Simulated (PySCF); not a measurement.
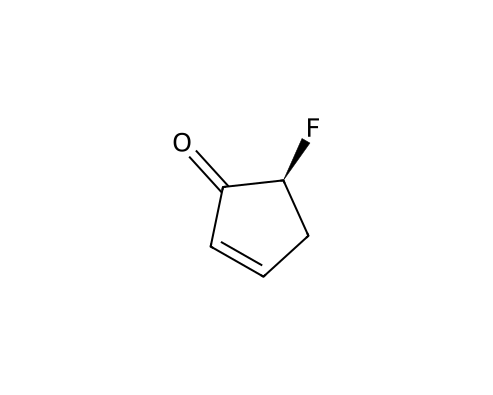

Question: Transcribe the drawing into SMILES.

Answer: O=C1C=CC[C@@H]1F

Question: Give the formula, hydrogens included.

Answer: C5H5FO.

Question: An optimisation with PBE0-D3(BJ)/def2-SVP gave a structure of which point group?

Answer: C1.

More results for the same structure follow; atom numbers are the same in all pictures, views and colours differ. Computed geometry: PBE0-D3(BJ)/def2-SVP optimisation. No frequency run is at hand to confirm it as a minimum.

**Shape**

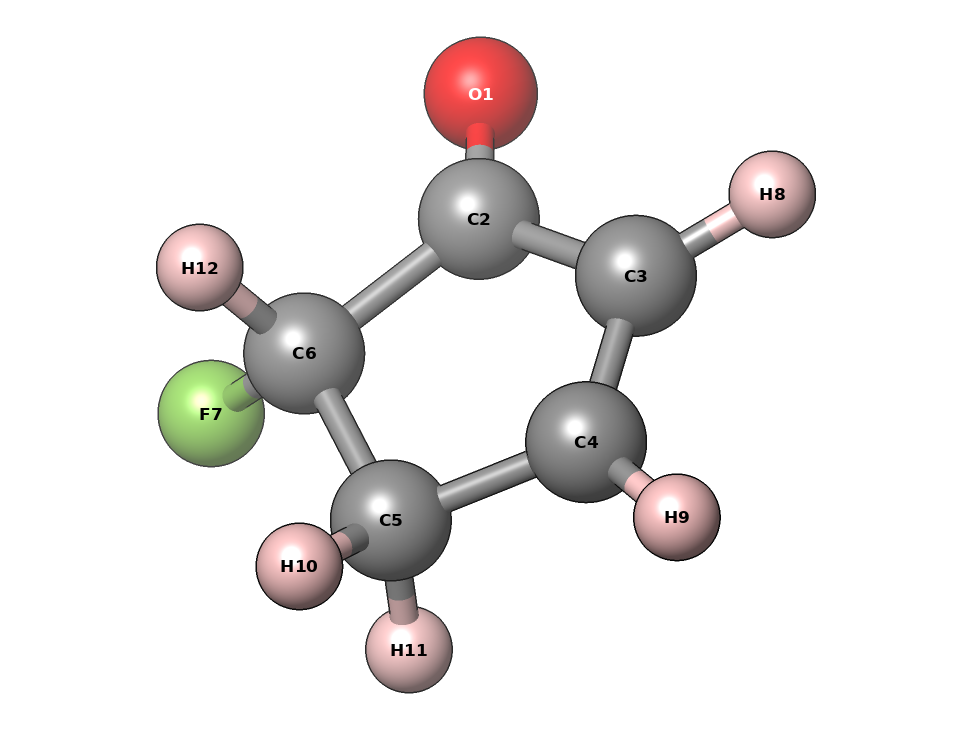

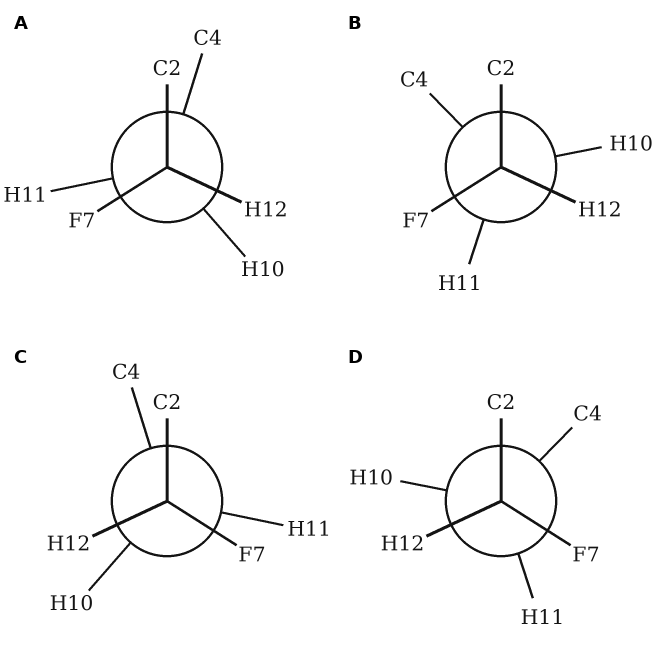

Distant atoms are faded towards the background colour. Bonds that would overlap in a projection are set slightly apart. No frequency run is at hand to confirm it as a minimum.

Question: Which Newman projection shows the view along C6–C5, with C6 in front?

Answer: A. The torsion angle F7–C6–C5–C4 is 138°, anticlinal.

**Dipole moment**

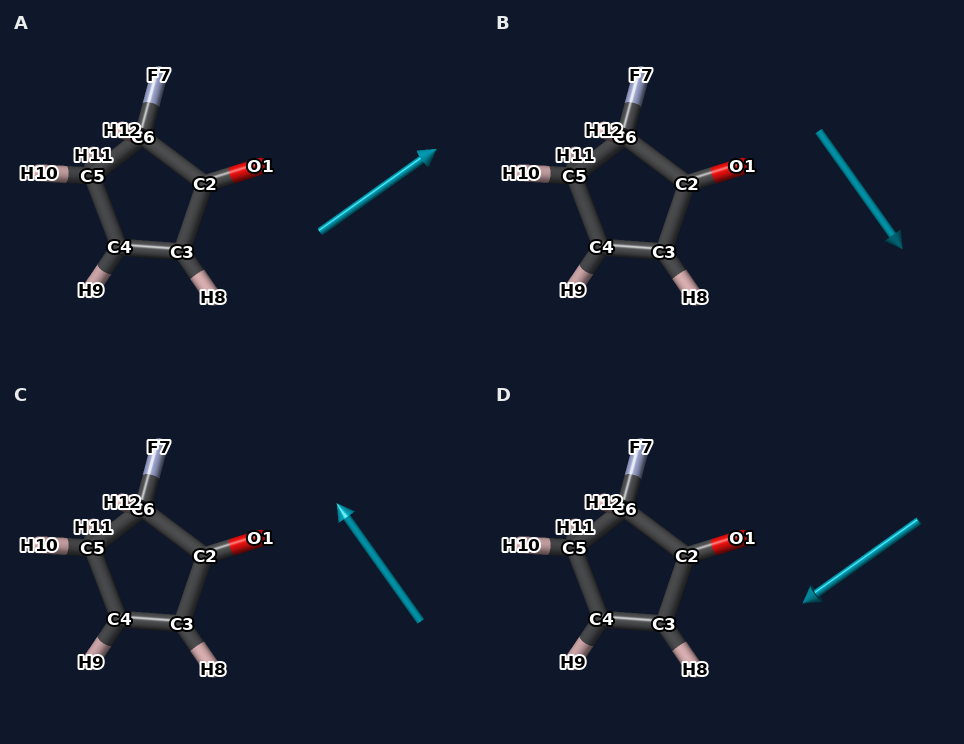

The same molecule four times, each with an arrow. No frequency run is at hand to confirm it as a minimum. Method: CAM-B3LYP/def2-SVPD, gas phase (PySCF 2.14.0).

Question: Which arrow points along the dipole moment, from the negative to the positive end?

Answer: D. The dipole moment is 4.92 D; it points from the side of O1 to the side of H9 (the outermost atoms at the two ends).

**Polarisability**

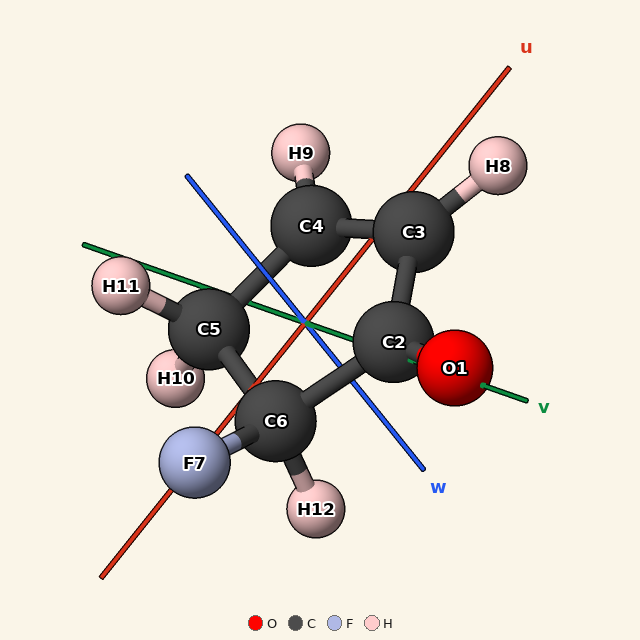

The lines u, v and w are the principal axes of the static dipole polarisability. No frequency run is at hand to confirm it as a minimum. Computed with CAM-B3LYP/def2-SVPD (PySCF 2.14.0).

Question: Along which axis is the molecule most polarisable, and along which least?

Answer: Most along v (nearly parallel to the O1–C2 bond), least along w.

Question: Give the three principal values.

Answer: u 59.8, v 76.0, w 43.6 bohr³; mean 59.8, anisotropy 28.1 bohr³.

**NMR shielding**

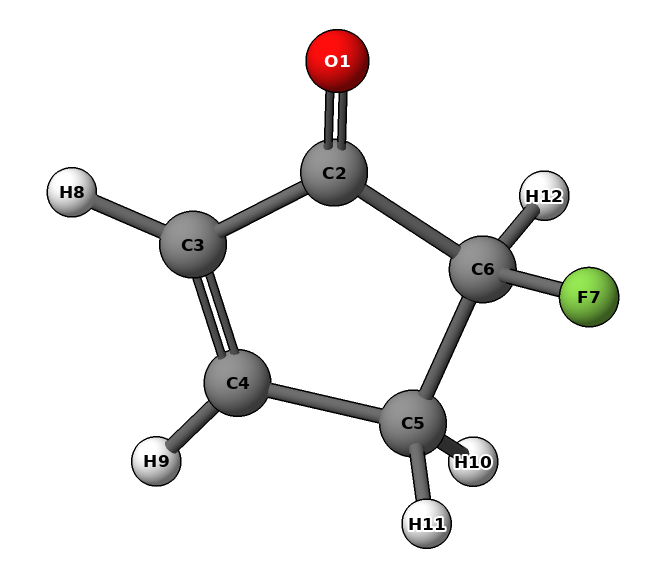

The questions are on isotropic NMR shieldings of the C atoms. No frequency run is at hand to confirm it as a minimum. Level of theory: GIAO PBE0/pcSseg-1 NMR shielding, non-relativistic, IEF-PCM dimethylsulfoxide (PySCF 2.14.0).

Give the isotropic NMR shieldings of the C atoms atom by atom.

| atom | σ (ppm) |
| --- | --- |
| C2 | −26.1 |
| C3 | 46.0 |
| C4 | 8.0 |
| C5 | 145.6 |
| C6 | 92.6 |
